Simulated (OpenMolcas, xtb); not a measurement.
# SbF3 (SMILES [F][Sb]([F])[F]): the HOMO–LUMO gap, rung by rung

The species is SbF3 (4 atoms), meant as a singlet with charge 0. As SMILES, `[F][Sb]([F])[F]`. Geometry: a GFN2-xTB relaxation, a rough one for these elements and not checked as a minimum.

```xyz
4

F    -1.5061   -0.3646    0.3514
Sb    0.1504    0.6422    0.5711
F     1.1191   -1.0447    0.4499
F     0.2366    0.7672   -1.3724
```

Quantity: the HOMO–LUMO gap, in eV. The values are calculated.

| level | kind | program | value (eV) | CPU time |
| --- | --- | --- | --- | --- |
| GFN0-xTB | semi-empirical | xtb | 4.45 | under 2 s |
| GFN1-xTB | semi-empirical | xtb | 5.91 | under 2 s |
| GFN2-xTB | semi-empirical | xtb | 5.25 | under 2 s |
| HF/def2-SVP (core potential) | Hartree–Fock | OpenMolcas | 14.19 | 4.7 s |
| BLYP/def2-SVP (core potential) | GGA | OpenMolcas | 5.45 | 14 s |
| M06-2X/def2-SVP (core potential) | hybrid meta-GGA | OpenMolcas | 10.15 | 15 s |
| PBE0/def2-SVP (core potential) | global hybrid | OpenMolcas | 7.75 | 13 s |

The values span 4.45 to 14.19 eV. Orbital gaps aren't excitation energies; they tend to grow with the share of exact exchange. CPU times are rough (shared hosts, several kinds of processor): they show what a rung costs within a factor of a few.

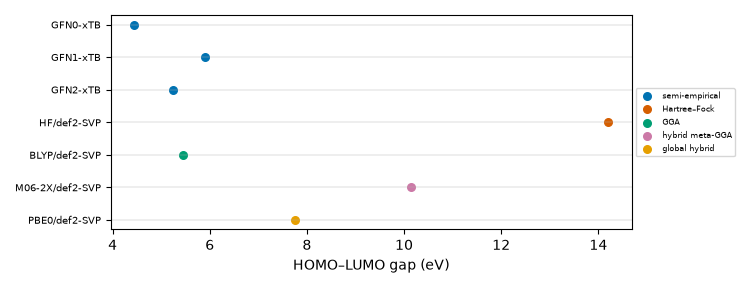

The values of the table, level by level.
